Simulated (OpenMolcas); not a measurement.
# W²⁺ among point charges: CASSCF levels and susceptibility

How does a field of 6 point charges split the states of W²⁺, and what χT follows?

The numbers are computed with OpenMolcas 26.06 (state-averaged CASSCF, spin-orbit coupling by RASSI with atomic mean-field integrals), except any that are marked as measured or tabulated.

1 further run of the same task is left out (it didn't finish).

## (1) The atom as given

| Item | Value |
| --- | --- |
| Species | W²⁺ (tungsten, Z = 74, 72 electrons) |
| Basis | ANO-RCC-VTZP [8s7p5d3f2g1h], 104 functions |
| Scalar Hamiltonian | DKH2, point nucleus |
| Inactive shells | 1s 2s 2p 3s 3p 3d 4s 4p 4d 4f 5s 5p |
| Active space | 4 electrons in 5 orbitals (5d) |
| Some configurations of this space | 5d⁴ |
| Orbitals | optimised for each spin and parity, averaged over all roots |

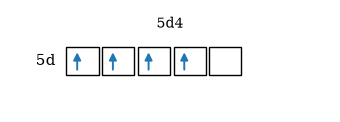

Outer shells as boxes.

The ion sits among 6 point charges of -1.7 e arranged as a trigonal prism (D3h), 2.22 Å from the ion, with a polar angle of 56.0° against the regular 49.1°. The active orbitals were held to one l.

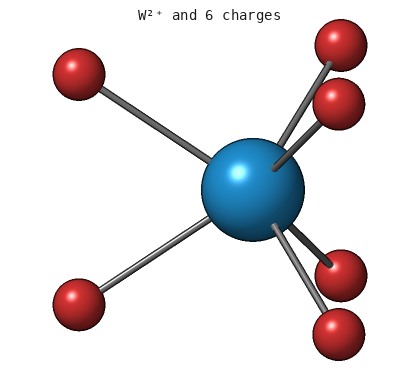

The ion and the point charges (red).

The work runs as a chain of OpenMolcas steps in one folder; each step below is one input file. Labels, J, g values, rates, χT and fits are worked out afterwards by a script from the matrices that RASSI stores.

## (2) GATEWAY and SEWARD: basis and integrals

The input, a.inp:

```
&GATEWAY
Coord
1

W 0.0 0.0 0.0
Basis=ANO-RCC-VTZP
Group=NoSym
NoMove
AngMom=0.0 0.0 0.0
AMFI
XField
6 Angstrom 0
1.839900 0.000000 1.242243 -1.700000
-0.919950 1.593400 1.242243 -1.700000
-0.919950 -1.593400 1.242243 -1.700000
1.839900 0.000000 -1.242243 -1.700000
-0.919950 1.593400 -1.242243 -1.700000
-0.919950 -1.593400 -1.242243 -1.700000
&SEWARD
```

The run is started by

```console
$ OMP_NUM_THREADS=1 MOLCAS_MEM=1689 MOLCAS_PROJECT=a pymolcas a.inp > a.log
```

## (3) CASSCF: quintets, 5 roots

The input, a.inp:

```
&RASSCF
FileOrb=start.orb
Symmetry=1
Spin=5
nActEl=4 0 0
Inactive=34
Ras2=5
CIRoot=5 5 1
SDav=5
CIMx=300
Iter=120 100
PrWF=0.3
OrbListing=Nothing
MaxOrb=0
SupSym
1
25 10 11 12 13 14 19 20 21 22 23 35 36 37 38 39 52 53 54 55 56 57 58 59
60 61
>>> COPY $Project.JobIph JOB001
```

start.orb holds the contracted functions of the basis, ordered by shell, or the orbitals of the step before.

## (4) Reference wave functions, triplets, 45 roots

The input, a.inp:

```
&RASSCF
FileOrb=start.orb
Symmetry=1
Spin=3
nActEl=4 0 0
Inactive=34
Ras2=5
CIRoot=45 45 1
SDav=45
CIMx=300
Iter=120 100
PrWF=0.3
OrbListing=Nothing
MaxOrb=0
SupSym
1
25 10 11 12 13 14 19 20 21 22 23 35 36 37 38 39 52 53 54 55 56 57 58 59
60 61
>>> COPY $Project.JobIph JOB002
```

## (5) Reference wave functions, singlets, 50 roots

The input, a.inp:

```
&RASSCF
FileOrb=start.orb
Symmetry=1
Spin=1
nActEl=4 0 0
Inactive=34
Ras2=5
CIRoot=50 50 1
SDav=50
CIMx=300
Iter=120 100
PrWF=0.3
OrbListing=Nothing
MaxOrb=0
SupSym
1
25 10 11 12 13 14 19 20 21 22 23 35 36 37 38 39 52 53 54 55 56 57 58 59
60 61
>>> COPY $Project.JobIph JOB003
```

## (6) RASSI: spin-orbit coupling between the states

The input, a.inp:

```
&RASSI
NrOfJobIphs=3 5 45 50
1 2 3 4 5
1 2 3 4 5 6 7 8 9 10 11 12 13 14 15 16 17 18 19 20 21 22 23 24 25 26 27
28 29 30 31 32 33 34 35 36 37 38 39 40 41 42 43 44 45
1 2 3 4 5 6 7 8 9 10 11 12 13 14 15 16 17 18 19 20 21 22 23 24 25 26 27
28 29 30 31 32 33 34 35 36 37 38 39 40 41 42 43 44 45 46 47 48 49 50
IphNames
JOB001
JOB002
JOB003
EJob
SpinOrbit
DIPRint=1.0
SOCoupling=1000.0
Subsets=2
Property=9
'ANGMOM' 1 'ANGMOM' 2 'ANGMOM' 3 'MLTPL  1' 1 'MLTPL  1' 2 'MLTPL  1' 3
'AMFI' 1 'AMFI' 2 'AMFI' 3
SOProperty=3
'ANGMOM' 1 'ANGMOM' 2 'ANGMOM' 3
```

What does the calculation give? Wanted: spin-free ground state; first state of the same spin within the active space; lowest level; next level.

The runs gave:

```
                                            quantity                           value
                                              method                          CASSCF
                              spin-free ground state  5E, 2-fold in its orbital part
first state of the same spin within the active space                 5E at 2030 cm⁻¹
                                        lowest level                       1-fold A1
                                          next level                     1868.4 cm⁻¹
                                         χT at 300 K                  0.19 cm³ K/mol
                           effective moment at 300 K                         1.23 μB
```

What this shows: The spin-free ground state (5E) comes to 100 % from free-ion D terms and keeps the highest spin of the shell. χT at 300 K is 0.19, against 3.01 cm³ K/mol for the spin alone, so spin-orbit coupling lowers it. An active space of the d shell alone favours high spin; real ions in strong fields can be low spin. The field of point charges can differ much from that of real complexes. With metal d orbitals alone active, the gaps between spin states are rough; where two lie within a few thousand cm-1, their order is open. This is an electrostatic model: the charges have no orbitals.
